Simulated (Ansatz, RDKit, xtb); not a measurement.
# C3H7BO: ranking a sample of isomers, part 2 of 2

A sample of isomers of C3H7BO is drawn. Aim: find which of them has the lowest free energy at 298.15 K, then its properties. The sample is small against all isomers, and the most stable one of this formula need not be in it.

xtb, Ansatz and PySCF; isolated molecules. Earlier steps stand in the parts before.

## 7. Harmonic analysis of the finalists

The lowest few in one piece go on as finalists. Harmonic vibrations at r2SCAN-D4/def2-SVP test each finalist and give the zero-point energy and the thermal terms. The first, c784a:

Contents of input.yaml:

```yaml
crystal:
  periodic: [false, false, false]
  atoms:
    - {symbol: C, position_ang: [0.531733, -1.588990, 1.144155]}
    - {symbol: C, position_ang: [1.159328, -0.739105, 0.069002]}
    - {symbol: C, position_ang: [1.432952, 0.718035, 0.312557]}
    - {symbol: B, position_ang: [1.061811, -3.028813, 1.204704]}
    - {symbol: O, position_ang: [-0.171273, -1.143679, -0.042803]}
    - {symbol: H, position_ang: [1.048025, -3.708632, 0.207466]}
    - {symbol: H, position_ang: [1.559440, -3.446980, 2.223628]}
    - {symbol: H, position_ang: [0.255667, -1.020130, 2.044426]}
    - {symbol: H, position_ang: [1.844269, -1.235975, -0.638836]}
    - {symbol: H, position_ang: [2.444396, 0.866490, 0.722587]}
    - {symbol: H, position_ang: [0.696234, 1.139496, 1.011525]}
    - {symbol: H, position_ang: [1.368480, 1.275214, -0.636223]}
basis:
  gaussian: {orbitals: def2-SVP}
hamiltonian: {xc: {name: r2SCAN}, dispersion: d4}
scf: {lower_state_search: "off"}
phonons: {}
```

Started as:

```bash
$ ansatz run input.yaml --threads 2 --pin off --max-ram 5220MiB --events-out events.jsonl --progress --plain --runs-dir runs
```

Log, shortened:

```text
Warning: RAYON_NUM_THREADS=2 ignored (pool sized by the plan → 2); use --threads N
Functional definition: r2SCAN
  name "r2SCAN"
[...]
1177 factors; their error is unknown
[...]
mean field -5938.63556560 eV, -218.2408316839 hartree, gradient 7.7e-6 eV, S^2 0.000000; 0 other end points of the search recorded, 0 dependent functions left out
[...]
reference -5938.63557581 eV, -218.2408320592 hartree; 19, 19 occupied and 86, 86 virtual orbitals, 1177 factors
[...]
1177 factors; their error is unknown
mean field -5938.63549883 eV, -218.2408292303 hartree, gradient 1.5e-6 eV, S^2 0.000000; 0 other end points of the search recorded, 0 dependent functions left out
[...]
reference -5938.63550904 eV, -218.2408296056 hartree; 19, 19 occupied and 86, 86 virtual orbitals, 1177 factors
[...]
1177 factors; their error is unknown
[...]
Atom 6 at     1.559440    -3.446980     2.223628 Å, force     0.000084     0.000232    -0.000234 eV/Å
Atom 7 at     0.255667    -1.020130     2.044426 Å, force    -0.000356     0.001070    -0.000343 eV/Å
Atom 8 at     1.844269    -1.235975    -0.638836 Å, force    -0.000554    -0.000010    -0.000014 eV/Å
Atom 9 at     2.444396     0.866490     0.722587 Å, force     0.000050    -0.000141    -0.000071 eV/Å
Atom 10 at     0.696234     1.139496     1.011525 Å, force    -0.000314    -0.001618     0.000251 eV/Å
Atom 11 at     1.368480     1.275214    -0.636223 Å, force     0.000111    -0.000019    -0.000058 eV/Å
Dipole moment:     0.306036     0.271112     0.119379 e Å
Vibrations: 157.41 219.61 266.28 334.79 413.84 457.66 746.71 801.34 875.81 938.10 974.06 1010.03 1040.48 1076.24 1149.34 1155.65 1219.87 1256.76 1339.32 1375.61 1435.11 1451.09 1473.60 2572.17 2669.74 3036.08 3072.40 3105.23 3129.45 3154.82 cm⁻¹, zero-point energy 2.598003 eV
Checks for a lower state left out: stability, starts, cluster_reference, orbital_swaps, neighbouring_geometries, increment
```

It took 77 s on 2 threads of Intel Xeon 6975P-C (Granite Rapids), shared host.

## 8. Thermal terms of the finalists

At 298.15 K and 1 atm, ideal gas, rigid rotor and harmonic oscillator:

```tsv
label	SMILES	spin	point group	lowest mode (cm⁻¹)	zero-point (kcal/mol)	G − E (kcal/mol)
c784a	B[C@@H]1O[C@H]1C	singlet	C1	157	59.9	41.6
c266a	B[C@@H]1O[C@@H]1C	singlet	C1	174	59.9	41.6
c981a	B[C@@]1(C)CO1	singlet	C1	166	59.7	41.5
```

Chiral structures get −RT ln 2 for their mirror image.

## 9. Last filter: a higher level

Each finalist gets a single point at CCSD(T)/def2-SVP + MP2/def2-TZVPP - MP2/def2-SVP.

c784a, CCSD(T)/def2-SVP:

Edit input.yaml of step 7 so:

```diff
@@ -17,4 +17,2 @@
   gaussian: {orbitals: def2-SVP}
-hamiltonian: {xc: {name: r2SCAN}, dispersion: d4}
-scf: {lower_state_search: "off"}
-phonons: {}
+correlation: {method: ccsd_t, frozen_orbitals: {H: 0, O: 1, C: 1, B: 1}}
```

Started as:

```bash
$ ansatz run input.yaml --threads 2 --pin off --max-ram 5220MiB --events-out events.jsonl --progress --plain --runs-dir runs
```

Log, shortened:

```text
Warning: RAYON_NUM_THREADS=2 ignored (pool sized by the plan → 2); use --threads N
Functional definition: HF
  name "HF"
[...]
1076 factors; integrals over basis functions are off by at most 1.2e-3 eV
[...]
mean field -5904.70610672 eV, -216.9939470683 hartree, gradient 5.5e-6 eV, S^2 0.000000; 0 other end points of the search recorded, 0 dependent functions left out
5 core orbitals not correlated: weight in the atoms' cores, before any rotation towards them, 1.000 or more for the frozen orbitals, at most 0.000 for the correlated occupied ones
reference -5904.70610672 eV, -216.9939470683 hartree; 14, 14 occupied and 86, 86 virtual orbitals, 1076 factors
second order -18.57623327 eV of doubles, -0.00000000 eV of singles
cycle   1  -19.30391109 eV  change   -7.3e-1 eV  update   1.0e-1
[...]
cycle  10  -19.95236966 eV  change    1.2e-5 eV  update   2.6e-5
perturbative correction -0.62561601 eV, -0.0229909644 hartree
Total energy: -5925.28409239 eV, -217.7501740934 hartree
```

Run time: 8.4 s. Hardware: 2 threads of Intel Xeon 6975P-C (Granite Rapids), shared host.

## 10. c784a at MP2/def2-TZVPP

Edit input.yaml of step 9 so:

```diff
@@ -1 +1,4 @@
+basis:
+  gaussian:
+    orbitals: def2-TZVPP
 crystal:
@@ -15,4 +18,4 @@
     - {symbol: H, position_ang: [1.368480, 1.275214, -0.636223]}
-basis:
-  gaussian: {orbitals: def2-SVP}
-correlation: {method: ccsd_t, frozen_orbitals: {H: 0, O: 1, C: 1, B: 1}}
+correlation:
+  method: mp2
+  frozen_orbitals: {H: 0, O: 1, C: 1, B: 1}
```

Started as:

```bash
$ ansatz run input.yaml --threads 2 --pin off --max-ram 5220MiB --events-out events.jsonl --progress --plain --runs-dir runs
```

Log:

```text
Warning: RAYON_NUM_THREADS=2 ignored (pool sized by the plan → 2); use --threads N
Functional definition: HF
  name "HF"
  exchange = exact_x
  correlation = 0
1504 factors; integrals over basis functions are off by at most 9.9e-4 eV
mean field evaluation 1: about -5908.0105 eV, gradient 3.4e1 eV
mean field evaluation 2: about -5908.2752 eV, gradient 3.4e1 eV
mean field evaluation 4: about -5911.4048 eV, gradient 5.6e0 eV
mean field evaluation 8: about -5911.4817 eV, gradient 2.9e-1 eV
mean field -5911.48218099 eV, -217.2429632050 hartree, gradient 1.5e-6 eV, S^2 0.000000; 0 other end points of the search recorded, 0 dependent functions left out
5 core orbitals not correlated: weight in the atoms' cores, before any rotation towards them, 1.000 or more for the frozen orbitals, at most 0.000 for the correlated occupied ones
reference -5911.48218099 eV, -217.2429632050 hartree; 14, 14 occupied and 234, 234 virtual orbitals, 1504 factors
second order -22.92289091 eV of doubles, -0.00000000 eV of singles
Total energy: -5934.40507190 eV, -218.0853639080 hartree
```

Run time: 5.4 s. Hardware: 2 threads of Intel Xeon 6975P-C (Granite Rapids), shared host; peak memory 0.63 GiB.

## 11. c266a at CCSD(T)/def2-SVP

Contents of input.yaml:

```yaml
crystal:
  periodic: [false, false, false]
  atoms:
    - symbol: C
      position_ang: [1.703202, -1.527448, 1.485148]
    - symbol: C
      position_ang: [1.792131, -1.180897, 0.020441]
    - symbol: C
      position_ang: [0.748481, -0.423234, -0.753479]
    - symbol: B
      position_ang: [0.439714, -1.160797, 2.285537]
    - symbol: O
      position_ang: [2.551414, -0.475432, 0.952733]
    - symbol: H
      position_ang: [-0.162214, -2.035440, 2.863220]
    - symbol: H
      position_ang: [0.027624, -0.028014, 2.316441]
    - symbol: H
      position_ang: [2.271775, -2.434400, 1.744418]
    - symbol: H
      position_ang: [2.365199, -1.913245, -0.574487]
    - symbol: H
      position_ang: [1.232907, 0.126993, -1.576229]
    - symbol: H
      position_ang: [0.012145, -1.110064, -1.199968]
    - symbol: H
      position_ang: [0.226110, 0.302491, -0.116528]
basis:
  gaussian: {orbitals: def2-SVP}
magnetization: {spin_polarized: false, initial_magnetization: 0}
correlation: {method: ccsd_t, frozen_orbitals: {H: 0, O: 1, C: 1, B: 1}}
```

Started as:

```bash
$ ansatz run input.yaml --threads 2 --pin off --max-ram 5220MiB --events-out events.jsonl --progress --plain --runs-dir runs
```

Log, shortened:

```text
Warning: RAYON_NUM_THREADS=2 ignored (pool sized by the plan → 2); use --threads N
Functional definition: HF
  name "HF"
[...]
1076 factors; integrals over basis functions are off by at most 1.2e-3 eV
[...]
mean field -5904.64734518 eV, -216.9917876215 hartree, gradient 5.6e-6 eV, S^2 0.000000; 0 other end points of the search recorded, 0 dependent functions left out
5 core orbitals not correlated: weight in the atoms' cores, before any rotation towards them, 1.000 or more for the frozen orbitals, at most 0.000 for the correlated occupied ones
reference -5904.64734518 eV, -216.9917876215 hartree; 14, 14 occupied and 86, 86 virtual orbitals, 1076 factors
second order -18.55925585 eV of doubles, -0.00000000 eV of singles
cycle   1  -19.29678849 eV  change   -7.4e-1 eV  update   9.9e-2
[...]
cycle  10  -19.94582061 eV  change    1.1e-5 eV  update   3.2e-5
perturbative correction -0.62287507 eV, -0.0228902367 hartree
Total energy: -5925.21604086 eV, -217.7476732458 hartree
```

It took 6.6 s on 2 threads of Intel Xeon 6975P-C (Granite Rapids), shared host; peak memory 0.53 GiB.

## 12. Putting it together

Energies in kcal/mol from c784a; G adds the thermal terms to the CCSD(T)/def2-SVP + MP2/def2-TZVPP - MP2/def2-SVP energy. The columns left of the relaxed level are at the tight-binding geometries.

```tsv
label	SMILES	spin	GFN2-xTB	HF/STO-3G	r2SCAN-D4/def2-SVP	r2SCAN-D4/def2-SVP, relaxed	HF/def2-SVP	MP2/def2-SVP	CCSD(T)/def2-SVP + MP2/def2-TZVPP - MP2/def2-SVP	G	share at equilibrium	T1
c784a	B[C@@H]1O[C@H]1C	singlet	0.0	0.0	0.0	0.0	0.0	0.0	0.0	0.0	80.8 %	0.011
c981a	B[C@@]1(C)CO1	singlet	1.6	1.8	2.2	1.8	2.3	1.5	1.3	1.1	11.7 %	0.011
c266a	B[C@@H]1O[C@@H]1C	singlet	0.8	1.1	1.5	1.5	1.4	1.7	1.4	1.4	7.5 %	0.011
```

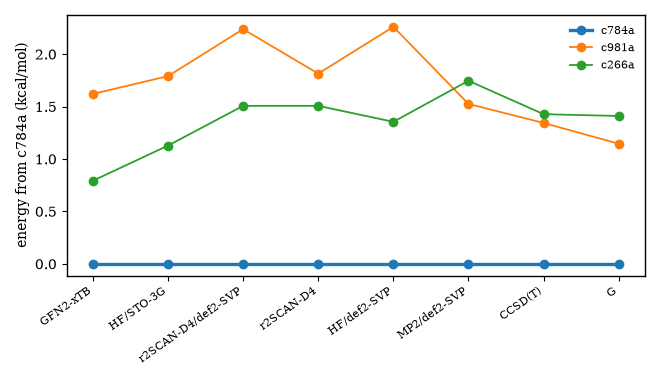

The finalists at each level, measured from c784a.

Lowest found: c784a, `B[C@@H]1O[C@H]1C`, a singlet of point group C1. Bond lengths: C1–C2 1.507 Å, C2–C3 1.502 Å, C1–B4 1.535 Å, C1–O5 1.450 Å, C2–O5 1.395 Å, B4–H6 1.207 Å, B4–H7 1.209 Å, C1–H8 1.100 Å, C2–H9 1.103 Å, C3–H10 1.101 Å, C3–H11 1.100 Å, C3–H12 1.102 Å. Some angles: C1–C2–C3 120.5°, C1–C2–O5 59.8°, C3–C2–O5 117.9°, C2–C1–B4 114.4°, C2–C1–O5 56.3°, B4–C1–O5 119.2°, C1–O5–C2 64.0°, C1–C2–H9 117.5°, C3–C2–H9 115.3°, O5–C2–H9 114.2°.

```xyz
12

C     0.5317   -1.5890    1.1442
C     1.1593   -0.7391    0.0690
C     1.4330    0.7180    0.3126
B     1.0618   -3.0288    1.2047
O    -0.1713   -1.1437   -0.0428
H     1.0480   -3.7086    0.2075
H     1.5594   -3.4470    2.2236
H     0.2557   -1.0201    2.0444
H     1.8443   -1.2360   -0.6388
H     2.4444    0.8665    0.7226
H     0.6962    1.1395    1.0115
H     1.3685    1.2752   -0.6362
```

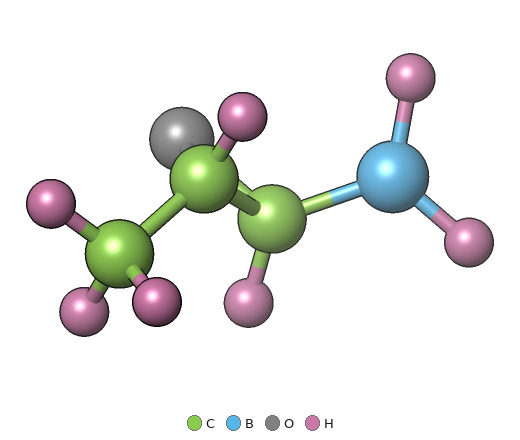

The lowest structure found, seen from a chosen angle (carbon green, boron blue, oxygen grey, hydrogen pink).

## 13. Results

This closing draws on all 2 parts.

| quantity | value |
| --- | --- |
| lowest structure found | B[C@@H]1O[C@H]1C, singlet, C1 |
| next finalist | B[C@@]1(C)CO1, singlet, 1.1 kcal/mol higher in G |
| share at equilibrium, among the finalists | 80.8 % |
| funnel | 3 starts, 3 minima at GFN2-xTB, 5 screening runs, 3 relaxed, 3 ranked |
| CPU time of all runs | 10 min |
| harmonic wavenumbers, lowest and highest (r2SCAN-D4/def2-SVP) | 157 and 3155 cm⁻¹ |
| rotational constants, same geometry | 0.3815, 0.1251, 0.1105 cm⁻¹ |

In words: `B[C@@H]1O[C@H]1C` comes out lowest. Its margin of 1.1 kcal/mol is inside the likely error of CCSD(T)/def2-SVP + MP2/def2-TZVPP - MP2/def2-SVP with harmonic terms (about 1.5 kcal/mol), so the order of the first two is not settled. GFN2-xTB, HF/STO-3G, r2SCAN-D4/def2-SVP, r2SCAN-D4/def2-SVP, relaxed, HF/def2-SVP and MP2/def2-SVP already put its bonding pattern lowest among the structures in one piece. The largest share of the time went into the vibrations (73 %). Lowest found is not proven lowest: the search is finite, and each finalist counts with one conformer. Only 3 drawn patterns were tried, so whole families of isomers are missing, and the result ranks this sample alone.
